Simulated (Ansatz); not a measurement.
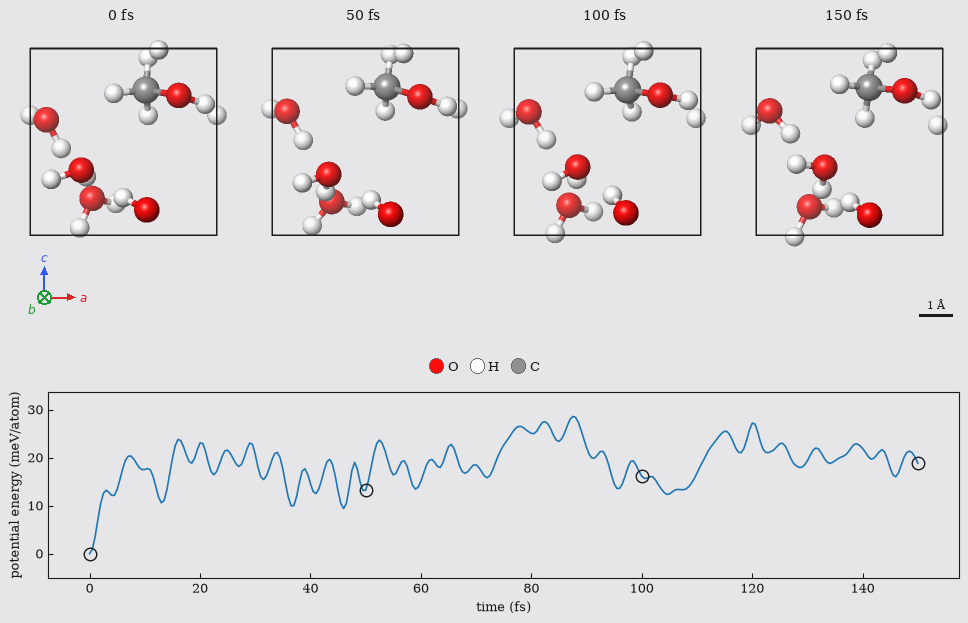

First-principles dynamics of a periodic cell with 4 H2O + 1 CH3OH at 0.924 g/cm³, 150 fs long. Frames and the history of the run. Style: ball-and-stick. Shown: the simulation cell, along the b axis.

All numbers below come from DFT LDA, scalar-relativistic, plane waves, PAW (Ansatz 0.2.0). Set-up: plane-wave cutoff 420 eV; k-point mesh 1 × 1 × 1; Fermi-Dirac smearing 0.02 eV; Langevin thermostat (NVT); set temperature 250 K; time step 0.5 fs; friction 0.02 per fs.

The input:
```yaml
crystal:
  lattice:
    - [5.718479, 0.0, 0.0]
    - [0.0, 5.718479, 0.0]
    - [0.0, 0.0, 5.718479]
  atoms:
    - { symbol: O, position: [0.33146572, 0.65173656, 0.1964431] }
    - { symbol: H, position: [0.45981411, 0.77267528, 0.16975374] }
    - { symbol: H, position: [0.26525672, 0.62499786, 0.03898778] }
    - { symbol: O, position: [0.6247837, -0.00329066, 1.13509312] }
    - { symbol: H, position: [0.49769008, 0.09889894, 1.20107378] }
    - { symbol: H, position: [0.68814123, 0.07185979, 0.99222804] }
    - { symbol: O, position: [0.08643601, 0.64003315, 0.61816992] }
    - { symbol: H, position: [0.00041763, 0.78567384, 0.64226952] }
    - { symbol: H, position: [0.16597182, 0.66251533, 0.46411977] }
    - { symbol: O, position: [0.2733165, 0.21245188, 0.34855428] }
    - { symbol: H, position: [0.30059438, 0.38198443, 0.31355886] }
    - { symbol: H, position: [0.11267779, 0.18070407, 0.29835716] }
    - { symbol: C, position: [0.62029322, 0.43582306, 0.77731419] }
    - { symbol: O, position: [0.7961872, 0.26475677, 0.7482845] }
    - { symbol: H, position: [0.44798852, 0.34918318, 0.75919667] }
    - { symbol: H, position: [0.93801984, 0.35403883, 0.70136368] }
    - { symbol: H, position: [0.63212579, 0.51889731, 0.95198342] }
    - { symbol: H, position: [0.63201704, 0.57385997, 0.64131527] }
basis:
  ecutwfc: 420.0
kpoints:
  mp_grid: { grid: [1, 1, 1] }
hamiltonian:
  xc: lda
scf:
  occupations: { method: fermi_dirac, width: 0.02 }
  lower_state_search: "off"
md:
  timestep: 0.5
  n_steps: 300
  ensemble: nvt_langevin
  temperature: 250.0
  initial_velocities: maxwell_boltzmann
  seed: 597766
  friction: 0.02
```

Command:
```bash
ansatz run input.yaml --threads 1 --pin off --max-ram 3072MiB --backend cpu --events-out ev --progress --plain --runs-dir out
```

**Describe the run.**

The mean temperature in the second half is 249 K (standard deviation 29 K). The potential energy in the second half lies on average 20.7 meV per atom above the first frame. In the second half of the run the atoms are, in the root-mean-square, this far from where they began (common drift taken out): H 0.39 Å, O 0.36 Å, C 0.18 Å. The heavy atoms stay within a fraction of a molecule's size of their starting places; so short a run doesn't tell a liquid from a solid.

Limits of the set-up: the periodic images lie only 5.7 Å apart, so the values are limited by the cell's size.
